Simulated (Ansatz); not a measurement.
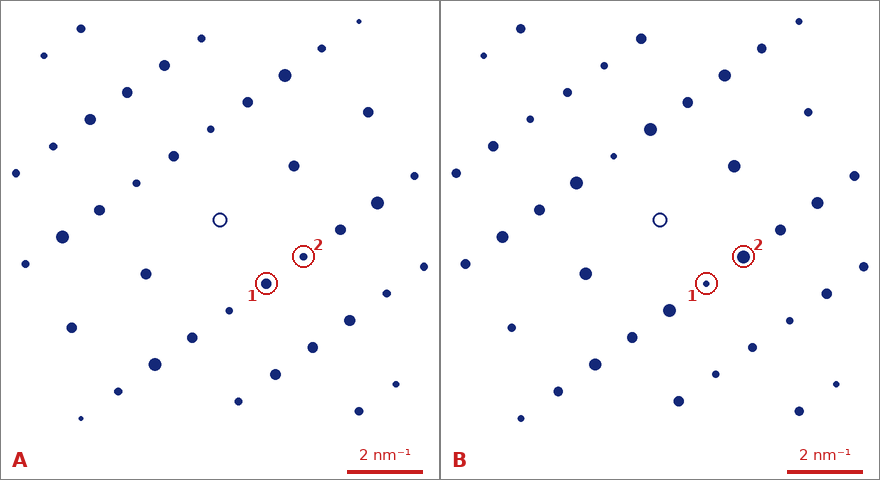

Kinematic electron diffraction patterns (120 kV, B = 0.5 Å², same scale) along [010] of the run's own cell, for the start and the end of one relaxation of LiBP4 with DFT, PAW plane waves, r2scan in Ansatz. k mesh 3×5×5. The start is a generated model structure, and the relaxation ends in the nearest stationary point of its symmetry, not necessarily the ground state. Spot 1 is 0 0 -1 and spot 2 is -1 0 -1 in both.

Start structure:

```
P Li B
1.0
    -8.17606    0.00000    0.00000
     0.00000   -3.36390    3.35433
     0.00000    3.36390    3.35433
P Li B
8 2 2
Direct
  0.75000 0.19602 0.75490
  0.25000 0.75490 0.19602
  0.90376 0.82263 0.47225
  0.09624 0.47225 0.82263
  0.59624 0.82263 0.47225
  0.40376 0.47225 0.82263
  0.75000 0.23990 0.25086
  0.25000 0.25086 0.23990
  0.00000 0.00000 0.00000
  0.50000 0.00000 0.00000
  0.75000 0.01600 0.48496
  0.25000 0.48496 0.01600
```

Which pattern belongs to the start structure, and which to the relaxed one?

B is the start: its cell gives d(1) = 4.750 Å, d(2) = 4.107 Å and an angle of 30.2°. The spot positions hardly differ, so the intensities decide: those computed from the start structure match B, and A is the relaxed structure.

Name reflections whose intensity changes strongly on relaxation.

1 0 1 goes from 100 to 12 % of the strongest spot; 0 0 1 goes from 4.5 to 40 % of the strongest spot; 1 0 2 goes from 10 to 55 % of the strongest spot.

Summarise the relaxation behind the change.

The cell was held fixed; with the mean shift removed, the atoms moved by up to 0.80 Å relative to the cell (P most); the space group stayed Ama2 (No. 40); the free energy fell by 1700 meV an atom.
